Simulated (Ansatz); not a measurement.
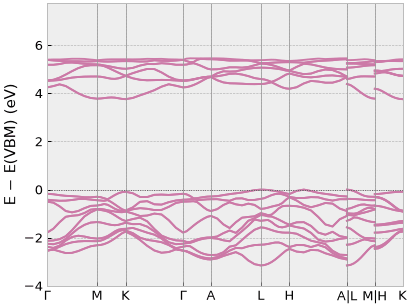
Figure. Band structure from PBEsol with spin–orbit coupling (plane waves, PAW; program Ansatz)

Read off the gap and where the band edges lie.

About 3.8 eV (3.76 eV by a search for the band edges); maximum on the H–A line, 23 % of the way from H, minimum at K.

The material is La$_{2}$O$_{3}$ (La2O3 or Ni2Al3 type, P-3m1).

The cell was relaxed with PBEsol under the symmetry of its start.

Potentials: the later of the program's two PAW sets.
